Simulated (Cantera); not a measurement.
Input: 1 mol SiF4, 2.2 mol N2, 5.3 mol H2, held at 7.50 Torr.

Method: chemical equilibrium by Gibbs-energy minimisation in Cantera with the NASA 1993 tables (ideal gas, pure condensed phases). Candidate condensed phases: Si, Si3N4; 37 gas species. N2 is the only nitrogen source here; it is nearly inert below about 1500 K, so the nitride shown seldom forms there in practice. The tables' values for SiF3, SiF2 are old estimates; treat these amounts as uncertain. The numbers say what is thermodynamically allowed, not how fast it happens.

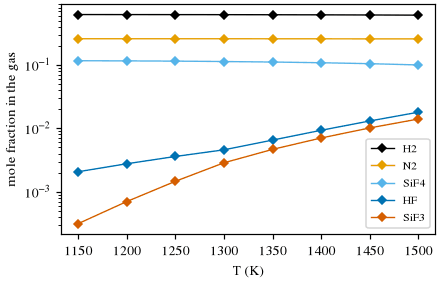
Figure: Equilibrium gas composition (values under 1e-9 drawn at 1e-9)

Question: Read off the mole fractions at 1200 K.

Answer: H2 about 0.62, N2 about 0.26, SiF4 about 0.12, HF about 0.0028, SiF3 about 0.00070.
